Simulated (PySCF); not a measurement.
H8NPSi2, SMILES `[SiH3]N[SiH2]P`.

Level of theory: ωB97X/def2-SVP (PySCF), at a geometry from GFN2-xTB. No frequency check shows the geometry to be a minimum. GFN2-xTB bond lengths at metals and heavier atoms can be off by up to 0.1 Å and shapes distorted, which carries into these values. Without diffuse functions Rydberg states are missing, so the states' numbers hold for this basis only.

Coordinates in Å:

```
Si1      2.4795    0.1502    0.0085
N2       0.7682    0.4334   -0.0090
Si3     -0.4963   -0.7398    0.0013
P4      -2.3899    0.4548   -0.0753
H5       2.9192   -0.4493   -1.2545
H6       3.0886    1.4638    0.2080
H7       2.7472   -0.7687    1.1116
H8       0.4877    1.3716   -0.2469
H9      -0.4655   -1.6150   -1.1788
H10     -0.3441   -1.5638    1.2052
H11     -3.2165   -0.6509   -0.0813
H12     -2.5102    0.6108    1.2924
```

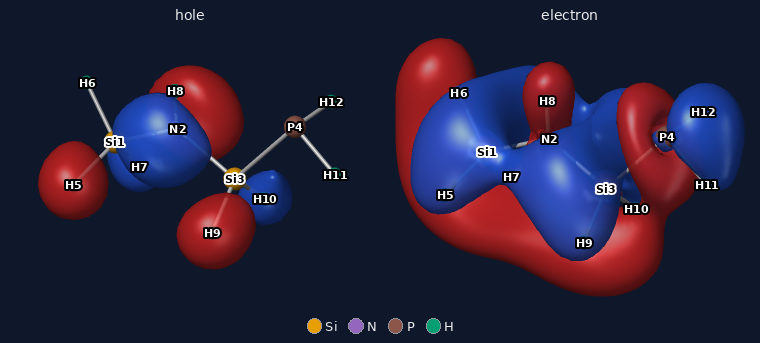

Leading natural transition orbital pair of T₄ (full linear response triplet states); the surfaces enclose about 78 % of each orbital's density.

Give its energy and the atoms that hole and electron lie on.

Answer. 7.27 eV (171 nm), spin-forbidden from the singlet ground state; the leading pair carries 95 %; hole on N2 (51 %), Si3 (11 %) and Si1 (10 %), electron on Si3 (27 %), Si1 (26 %) and P4 (11 %); their centroids lie 0.2 Å apart. In canonical orbitals it is mainly HOMO → LUMO+2 (43 %). The HOMO–LUMO gap is 11.89 eV.

The PySCF run took 14 min on 1 thread of Arm Neoverse V1, with other jobs on the host, peak memory 0.79 GiB.
